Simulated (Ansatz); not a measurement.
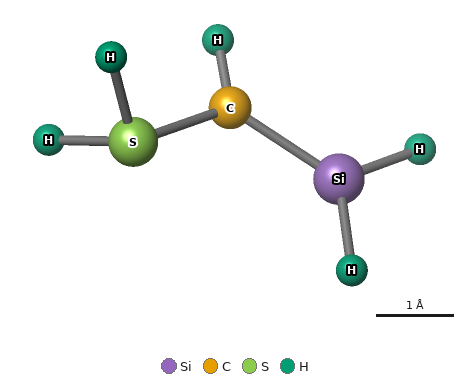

The input geometry (ball-and-stick view, seen at a tilt). Bond lengths as drawn: C–H 1.07 Å, C–S 1.72 Å, C–Si 1.71 Å, H–S 1.34 Å and H–Si 1.46 Å.

**Nudged elastic band, with input and output: CH₅SSi (charge +1)**

CH₅SSi, charge +1, SMILES [SiH2]=C[SH2+], computed with RHF/def2-TZVP (Ansatz 0.2.0).

One setting was made poor on purpose. It belongs to a series of runs on one base structure; here: band between the two ends.

### Input
```yaml
crystal:
  periodic: [false, false, false]
  atoms:
    - { symbol: Si, position_ang: [-0.825089, 0.950193, -0.933035] }
    - { symbol: C, position_ang: [0.127699, 0.290234, 0.326838] }
    - { symbol: S, position_ang: [0.559574, -1.377, 0.326764] }
    - { symbol: H, position_ang: [-1.290964, 0.113863, -2.033285] }
    - { symbol: H, position_ang: [-1.181777, 2.361655, -0.917886] }
    - { symbol: H, position_ang: [0.488086, 0.874954, 1.151758] }
    - { symbol: H, position_ang: [1.87924, -1.395037, 0.531983] }
    - { symbol: H, position_ang: [0.243231, -1.818862, 1.546864] }
total_charge: 1
basis:
  gaussian: { orbitals: def2-TZVP }
hamiltonian:
  xc: hf
neb:
  order_check: false
  images: 3
  f_tol: 0.05
  max_iterations: 60
  initial_path: idpp
  climbing: false
  final_atoms:
    - { symbol: Si, position_ang: [-0.73646282, 0.8482674, -0.82690999] }
    - { symbol: C, position_ang: [0.22085115, 0.45947502, 0.53379507] }
    - { symbol: S, position_ang: [0.90478884, -1.06589802, 0.99522496] }
    - { symbol: H, position_ang: [-1.09445861, -0.16648616, -1.81387821] }
    - { symbol: H, position_ang: [-1.21195904, 2.21021106, -1.0224819] }
    - { symbol: H, position_ang: [0.48535992, 1.20867979, 1.25610242] }
    - { symbol: H, position_ang: [-0.09220027, -1.95141829, 0.96348095] }
    - { symbol: H, position_ang: [1.52408081, -1.5428308, -0.08533231] }
```

Launched with:
```bash
ansatz run input.yaml --threads 2 --pin off --max-ram 3072MiB --backend cpu --events-out ev --progress --plain --runs-dir out
```

### Log
```
Engine: ansatz 0.2.0, x86_64-unknown-linux-gnu
Functional definition: HF
  exchange = exact_x
  correlation = 0
1083 factors; their error is unknown
mean field evaluation 1: about -19776.5419 eV, gradient 4.1e1 eV
mean field evaluation 2: about -19779.5259 eV, gradient 2.5e1 eV
mean field evaluation 4: about -19781.2473 eV, gradient 8.1e-1 eV
mean field evaluation 8: about -19781.5155 eV, gradient 4.3e-1 eV
mean field -19781.51568100 eV, -726.9572928839 hartree, gradient 1.3e-5 eV, S^2 0.000000; 0 other end points of the search recorded, 0 dependent functions left out
the calculation of the forces begins
reference -19781.51568100 eV, -726.9572928839 hartree; 20, 20 occupied and 115, 115 virtual orbitals, 1083 factors
1083 factors; their error is unknown
mean field evaluation 16: about -19779.3142 eV, gradient 2.5e1 eV
mean field -19781.34731700 eV, -726.9511056209 hartree, gradient 1.1e-5 eV, S^2 0.000000; 0 other end points of the search recorded, 0 dependent functions left out
[... from here on the field's lines of each further geometry are left out, up to the last ...]
NEB iter   1: max|band force component| = 1.220e0 eV/Å  barrier→ = 0.4658 eV  barrier← = 0.2975 eV  Δτ_max = 0.1652 Å  (165 SCF iters)
NEB iter   2: max|band force component| = 6.257e-1 eV/Å  barrier→ = 0.3358 eV  barrier← = 0.1674 eV  Δτ_max = 0.0368 Å  (90 SCF iters)
NEB iter   3: max|band force component| = 3.006e-1 eV/Å  barrier→ = 0.3259 eV  barrier← = 0.1576 eV  Δτ_max = 0.0217 Å  (93 SCF iters)
NEB iter   4: max|band force component| = 8.578e-2 eV/Å  barrier→ = 0.3227 eV  barrier← = 0.1544 eV  Δτ_max = 0.0090 Å  (93 SCF iters)
the calculation of the forces begins
reference -19781.32084505 eV, -726.9501327947 hartree; 20, 20 occupied and 115, 115 virtual orbitals, 1083 factors
1083 factors; their error is unknown
mean field evaluation 192: about -19780.9237 eV, gradient 8.5e-1 eV
mean field -19781.19339607 eV, -726.9454491312 hartree, gradient 2.4e-5 eV, S^2 0.000000; 1 other end points of the search recorded, 0 dependent functions left out
the calculation of the forces begins
reference -19781.19339607 eV, -726.9454491312 hartree; 20, 20 occupied and 115, 115 virtual orbitals, 1083 factors
NEB iter   5: max|band force component| = 2.135e-2 eV/Å  barrier→ = 0.3223 eV  barrier← = 0.1539 eV  Δτ_max = 0.0000 Å  (264 SCF iters)
```

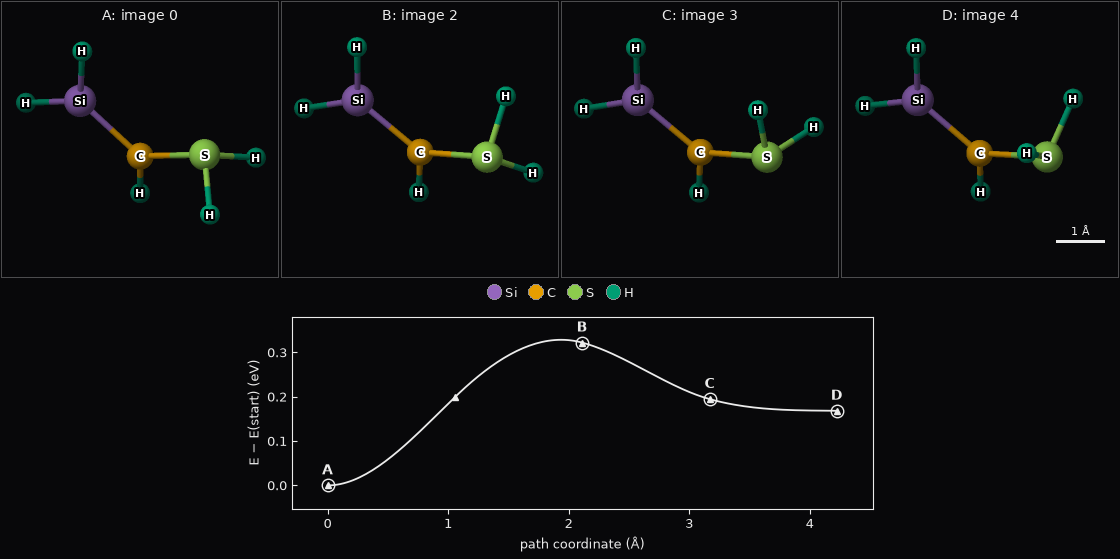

Images of the last band (counted from 0; ball-and-stick, seen at a tilt) above the energy along the path; the line is a cubic interpolation that uses the forces. The highest image is number 2, 0.322 eV above the start and 0.154 eV above the end; the end lies 0.168 eV above the start. The path is 4.23 Å long. The band converged in 5 iterations.

```
Total energy: -19781.19339607 eV, -726.9454491312 hartree
Atom 0 at    -1.200048     0.810337    -0.380069 Å, force     0.000448    -0.023418     0.006093 eV/Å
Atom 1 at     0.402091     0.392544     0.013883 Å, force     0.005934     0.025500    -0.002938 eV/Å
Atom 2 at     1.195081    -1.162932    -0.140085 Å, force     0.014620     0.017743     0.005345 eV/Å
Atom 3 at    -2.169327    -0.196516    -0.801416 Å, force    -0.005725    -0.005429     0.027192 eV/Å
Atom 4 at    -1.617047     2.200550    -0.278977 Å, force    -0.002919     0.002269    -0.007158 eV/Å
Atom 5 at     1.113779     1.154083     0.278273 Å, force     0.018035    -0.005515    -0.020005 eV/Å
Atom 6 at     1.973909    -1.180724     0.944503 Å, force    -0.022686    -0.008747     0.034936 eV/Å
Atom 7 at     0.301562    -2.017341     0.363888 Å, force    -0.007706    -0.002403    -0.043464 eV/Å
Dipole moment:     0.003714    -0.284525     0.200903 e Å
this run last wrote the band of iteration 5 to [file]
```

### The last band as extended XYZ (Å, eV, eV/Å)
```
8
Properties=species:S:1:pos:R:3:forces:R:3 image=0 energy=-19781.51568
Si   -0.8251    0.9502   -0.9330    0.0015   0.0000   0.0031
C     0.1277    0.2902    0.3268    0.0005   0.0025   0.0018
S     0.5596   -1.3770    0.3268    0.0000   0.0006   0.0000
H    -1.2910    0.1139   -2.0333   -0.0010  -0.0008  -0.0020
H    -1.1818    2.3617   -0.9179   -0.0004   0.0001  -0.0012
H     0.4881    0.8750    1.1518   -0.0006  -0.0016  -0.0013
H     1.8792   -1.3950    0.5320   -0.0004  -0.0006   0.0001
H     0.2432   -1.8189    1.5469    0.0005  -0.0003  -0.0004
8
Properties=species:S:1:pos:R:3:forces:R:3 image=1 energy=-19781.31662
Si   -1.0677    0.8808   -0.7024    0.0068  -0.0016  -0.0274
C     0.3184    0.3468    0.1394   -0.0184  -0.0028   0.0140
S     0.9150   -1.2865    0.0707   -0.0739  -0.0242  -0.0072
H    -1.8748   -0.0578   -1.4749    0.0281   0.0313  -0.0817
H    -1.4985    2.2662   -0.5943   -0.0027   0.0120   0.0024
H     0.8854    1.0019    0.7726   -0.0521  -0.0374   0.0825
H     2.0507   -1.1935    0.7595    0.0870   0.0037  -0.1433
H     0.2714   -1.9580    1.0294    0.0253   0.0190   0.1607
8
Properties=species:S:1:pos:R:3:forces:R:3 image=2 energy=-19781.19340
Si   -1.2000    0.8103   -0.3801    0.0004  -0.0234   0.0061
C     0.4021    0.3925    0.0139    0.0059   0.0255  -0.0029
S     1.1951   -1.1629   -0.1401    0.0146   0.0177   0.0053
H    -2.1693   -0.1965   -0.8014   -0.0057  -0.0054   0.0272
H    -1.6170    2.2005   -0.2790   -0.0029   0.0023  -0.0072
H     1.1138    1.1541    0.2783    0.0180  -0.0055  -0.0200
H     1.9739   -1.1807    0.9445   -0.0227  -0.0087   0.0349
H     0.3016   -2.0173    0.3639   -0.0077  -0.0024  -0.0435
8
Properties=species:S:1:pos:R:3:forces:R:3 image=3 energy=-19781.32084
Si   -1.1897    0.7732   -0.0398    0.0014  -0.0098   0.0020
C     0.4850    0.4665   -0.1195    0.0186   0.0259  -0.0093
S     1.3198   -1.0498   -0.2551    0.0014   0.0210   0.0223
H    -2.1633   -0.3141   -0.0104    0.0118  -0.0143   0.0317
H    -1.6670    2.1480   -0.0459   -0.0127  -0.0032  -0.0050
H     1.1801    1.2807   -0.2213    0.0156  -0.0112  -0.0229
H     1.7000   -1.3592    0.9905   -0.0307  -0.0164   0.0269
H     0.3351   -1.9454   -0.2986   -0.0055   0.0079  -0.0457
8
Properties=species:S:1:pos:R:3:forces:R:3 image=4 energy=-19781.34732
Si   -0.7539    0.8421   -0.8175   -0.0017  -0.0015  -0.0021
C     0.2280    0.4624    0.5282    0.0016  -0.0083  -0.0010
S     0.9259   -1.0584    0.9837    0.0003   0.0121   0.0031
H    -1.1245   -0.1779   -1.7943   -0.0012   0.0005   0.0011
H    -1.2382    2.2013   -1.0101    0.0016   0.0012  -0.0012
H     0.5017    1.2155    1.2431    0.0007  -0.0002   0.0046
H    -0.0678   -1.9480    0.9723   -0.0059  -0.0031   0.0014
H     1.5287   -1.5370   -0.1054    0.0047  -0.0005  -0.0059
```

### Key numbers

| quantity | value |
| --- | --- |
| outcome | converged |
| barrier, forward | 0.322 eV |
| barrier, backward | 0.154 eV |
| hardware | 2 threads of Intel Xeon (Sapphire Rapids), 16 GiB of memory available, shared host |
| wall time | 21 s (CPU time 40 s) |
| peak memory | 0.3 GiB |

### Remarks

A deliberately poor setting: few images. The order of the saddle point was not checked.
